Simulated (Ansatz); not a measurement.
**C2H3BrFGa: how energies converge with the basis set**

How large a basis does C2H3BrFGa need? Two functionals are run in growing sets.

Program: Ansatz 0.2.0, Gaussian basis. Level of theory: one geometry, several basis sets. These are calculated values, not measurements.

The runs, in order: PBE0-D4/def2-SVP; ωB97M-V/def2-SVP; PBE0-D4/def2-QZVPP; ωB97M-V/def2-QZVPP; the functionals' def2-TZVPP values are taken from earlier runs.

## (1) Structure used throughout

All runs share one geometry, relaxed beforehand with PBE0-D4 in a triple-zeta def2 set.

8 atoms, charge 0, spin multiplicity 1.

Atoms are counted from 1 here; the program's logs count them from 0.

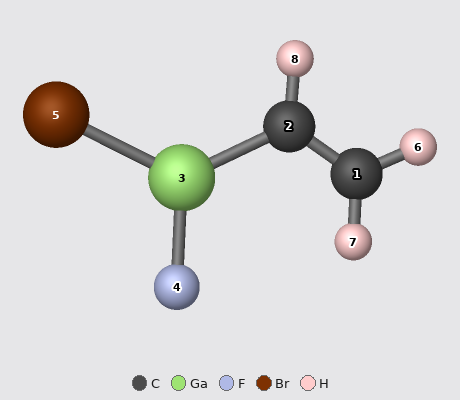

The geometry (carbon dark grey, gallium green, fluorine light blue, bromine brown, hydrogen pink); atoms are numbered from 1 in the order of the file.

## (2) PBE0-D4 in def2-SVP

in.yaml reads:

```yaml
crystal:
  periodic: [false, false, false]
  atoms:
    - {symbol: C, position_ang: [-0.928545, -0.539636, 1.011014]}
    - {symbol: C, position_ang: [0.123706, 0.211397, 0.695674]}
    - {symbol: Ga, position_ang: [0.693445, 0.338323, -1.140078]}
    - {symbol: F, position_ang: [-0.213041, -0.556908, -2.342776]}
    - {symbol: Br, position_ang: [2.430813, 1.522657, -1.995595]}
    - {symbol: H, position_ang: [-1.276777, -0.633397, 2.037007]}
    - {symbol: H, position_ang: [-1.488454, -1.093106, 0.262987]}
    - {symbol: H, position_ang: [0.658853, 0.750660, 1.471766]}
basis:
  gaussian: {orbitals: def2-SVP}
hamiltonian: {xc: pbe0, dispersion: d4}
output: {orbitals: {seedname: orbitals}}
```

Command:

```console
$ ansatz run in.yaml --threads 4 --pin off --events-out ev --progress --plain --max-ram 10444MiB
```

Standard output:

```text
Functional definition: PBE0
  name "PBE0"
  cite "Adamo & Barone, J. Chem. Phys. 110, 6158 (1999) doi:10.1063/1.478522"
  cite "Perdew, Burke & Ernzerhof, Phys. Rev. Lett. 77, 3865 (1996) doi:10.1103/PhysRevLett.77.3865"
  parent pbe
  parameter a = 0.25
  parameter kappa = 0.804
  parameter beta = 0.06672455060314922
  exchange = (1 - a)*pbe_x(kappa = kappa, mu = beta*pi^2/3) + a*exact_x
  correlation = pbe_c(beta = beta)
1195 factors; integrals over basis functions are off by at most 1.3e-3 eV
mean field evaluation 1: about -127220.8865 eV, gradient 5.5e1 eV
mean field evaluation 2: about -127213.2556 eV, gradient 8.6e1 eV
mean field evaluation 4: about -127227.1069 eV, gradient 4.1e0 eV
mean field evaluation 8: about -127227.1965 eV, gradient 3.9e-1 eV
mean field evaluation 16: about -127227.1968 eV, gradient 7.6e-5 eV
mean field -127227.19680986 eV, -4675.5132450709 hartree, gradient 2.3e-5 eV, S^2 0.000000; 0 other end points of the search recorded, 0 dependent functions left out
reference -127227.19683934 eV, -4675.5132461543 hartree; 45, 45 occupied and 76, 76 virtual orbitals, 1195 factors
Total energy: -127227.35943790 eV, -4675.5192215411 hartree
```

It took 1.9 s on 4 threads of Arm Neoverse V1, shared host; peak memory 0.3 GiB.

## (3) ωB97M-V in def2-SVP

Edit in.yaml of step 2 so:

```diff
@@ -13,3 +13,3 @@
   gaussian: {orbitals: def2-SVP}
-hamiltonian: {xc: pbe0, dispersion: d4}
+hamiltonian: {xc: {name: wB97M-V}}
 output: {orbitals: {seedname: orbitals}}
```

The command is unchanged.

Standard output, cut to the lines that bear on the results:

```text
Functional definition: wB97M-V
  name "wB97M-V"
  cite "Mardirossian & Head-Gordon, J. Chem. Phys. 144, 214110 (2016) doi:10.1063/1.4952647"
  cite "Becke, J. Chem. Phys. 107, 8554 (1997) doi:10.1063/1.475007"
  cite "Vydrov & Van Voorhis, J. Chem. Phys. 133, 244103 (2010) doi:10.1063/1.3521275"
  # Of w^i u^j: cxij and so on, Table III.
[...]
  gx(w, u) = 1 - cx + cx01*u + cx10*w
  gss(w, u) = css00 + css04*u^4 + css10*w + css20*w^2 + css43*w^4*u^3
  gos(w, u) = cos00 + cos10*w + (cos20 + cos21*u)*w^2 + (cos60 + cos61*u)*w^6
[...]
      + integral(e_c_pw_mod_opposite_spin*gos(b97_w_opposite, b97_u_opposite)) + vv10(b, c)
1195 factors; integrals over basis functions are off by at most 1.3e-3 eV
272 factors; integrals over basis functions are off by at most 7.0e-6 eV
[...]
mean field -127238.99347992 eV, -4675.9467646996 hartree, gradient 7.9e-5 eV, S^2 0.000000; 0 other end points of the search recorded, 0 dependent functions left out
reference -127238.99352463 eV, -4675.9467663427 hartree; 45, 45 occupied and 76, 76 virtual orbitals, 1195 factors
Total energy: -127238.99352463 eV, -4675.9467663427 hartree
```

Run time: 8 s. Hardware: 4 threads of Arm Neoverse V1, shared host; peak memory 0.43 GiB.

## (4) PBE0-D4 in def2-QZVPP

Edit in.yaml of step 3 so:

```diff
@@ -12,4 +12,4 @@
 basis:
-  gaussian: {orbitals: def2-SVP}
-hamiltonian: {xc: {name: wB97M-V}}
+  gaussian: {orbitals: "def2-QZVPP.json"}
+hamiltonian: {xc: pbe0, dispersion: d4}
 output: {orbitals: {seedname: orbitals}}
```

Same command.

Standard output:

```text
Functional definition: PBE0
  name "PBE0"
  cite "Adamo & Barone, J. Chem. Phys. 110, 6158 (1999) doi:10.1063/1.478522"
  cite "Perdew, Burke & Ernzerhof, Phys. Rev. Lett. 77, 3865 (1996) doi:10.1103/PhysRevLett.77.3865"
  parent pbe
  parameter a = 0.25
  parameter kappa = 0.804
  parameter beta = 0.06672455060314922
  exchange = (1 - a)*pbe_x(kappa = kappa, mu = beta*pi^2/3) + a*exact_x
  correlation = pbe_c(beta = beta)
1846 factors; their error is unknown
mean field evaluation 1: about -127241.9766 eV, gradient 6.8e1 eV
mean field evaluation 2: about -127229.5522 eV, gradient 1.1e2 eV
mean field evaluation 4: about -127250.6296 eV, gradient 6.8e0 eV
mean field evaluation 8: about -127250.7169 eV, gradient 2.3e-1 eV
mean field evaluation 16: about -127251.0491 eV, gradient 6.4e-5 eV
mean field -127251.04906438 eV, -4676.3897992568 hartree, gradient 2.4e-5 eV, S^2 0.000000; 0 other end points of the search recorded, 0 dependent functions left out
reference -127251.04910112 eV, -4676.3898006071 hartree; 45, 45 occupied and 394, 394 virtual orbitals, 1846 factors
Total energy: -127251.21169968 eV, -4676.3957759940 hartree
```

Wall time 14 s (4 threads of Arm Neoverse V1, shared host); peak memory 1.9 GiB.

## (5) ωB97M-V in def2-QZVPP

Edit in.yaml of step 4 so:

```diff
@@ -13,3 +13,3 @@
   gaussian: {orbitals: "def2-QZVPP.json"}
-hamiltonian: {xc: pbe0, dispersion: d4}
+hamiltonian: {xc: {name: wB97M-V}}
 output: {orbitals: {seedname: orbitals}}
```

Same command.

Standard output, cut to the lines that bear on the results:

```text
Functional definition: wB97M-V
  name "wB97M-V"
  cite "Mardirossian & Head-Gordon, J. Chem. Phys. 144, 214110 (2016) doi:10.1063/1.4952647"
  cite "Becke, J. Chem. Phys. 107, 8554 (1997) doi:10.1063/1.475007"
  cite "Vydrov & Van Voorhis, J. Chem. Phys. 133, 244103 (2010) doi:10.1063/1.3521275"
  # Of w^i u^j: cxij and so on, Table III.
[...]
  gx(w, u) = 1 - cx + cx01*u + cx10*w
  gss(w, u) = css00 + css04*u^4 + css10*w + css20*w^2 + css43*w^4*u^3
  gos(w, u) = cos00 + cos10*w + (cos20 + cos21*u)*w^2 + (cos60 + cos61*u)*w^6
[...]
      + integral(e_c_pw_mod_opposite_spin*gos(b97_w_opposite, b97_u_opposite)) + vv10(b, c)
1810 factors; their error is unknown
313 factors; integrals over basis functions are off by at most 3.1e-5 eV
[...]
mean field -127262.84813280 eV, -4676.8234070239 hartree, gradient 1.1e-5 eV, S^2 0.000000; 0 other end points of the search recorded, 0 dependent functions left out
reference -127262.84819156 eV, -4676.8234091830 hartree; 45, 45 occupied and 394, 394 virtual orbitals, 1810 factors
Total energy: -127262.84819156 eV, -4676.8234091830 hartree
```

Run time: 29 s. Hardware: 4 threads of Arm Neoverse V1, shared host; peak memory 2.2 GiB.

## (6) Functionals by basis

The def2-TZVPP values come from earlier runs at the same geometry.

```csv
functional,basis,functions,energy (eV),from the largest (eV),HOMO (eV),LUMO (eV)
PBE0-D4,def2-SVP,121,-127227.3594,23.852,-8.44,-1.69
PBE0-D4,def2-TZVPP,231,-127248.3257,2.886,-8.55,-1.81
PBE0-D4,def2-QZVPP,439,-127251.2117,0.000,-8.56,-1.84
ωB97M-V,def2-SVP,121,-127238.9935,23.855,-10.64,0.26
ωB97M-V,def2-TZVPP,231,-127260.0704,2.778,-10.77,0.10
ωB97M-V,def2-QZVPP,439,-127262.8482,0.000,-10.78,0.02
```

## (7) Results

```
                                       quantity           value
PBE0-D4: double and triple zeta above quadruple  23.85, 2.89 eV
ωB97M-V: double and triple zeta above quadruple  23.85, 2.78 eV
```

In words: For PBE0-D4 the step from double to triple zeta gains 20.97 eV and the next only 2.89 eV. These are total energies; as a rule much of such shifts cancels in differences, which this series doesn't test.

For PBE0-D4 the largest set took about 7 times as long as the smallest (14 s against 1.9 s).
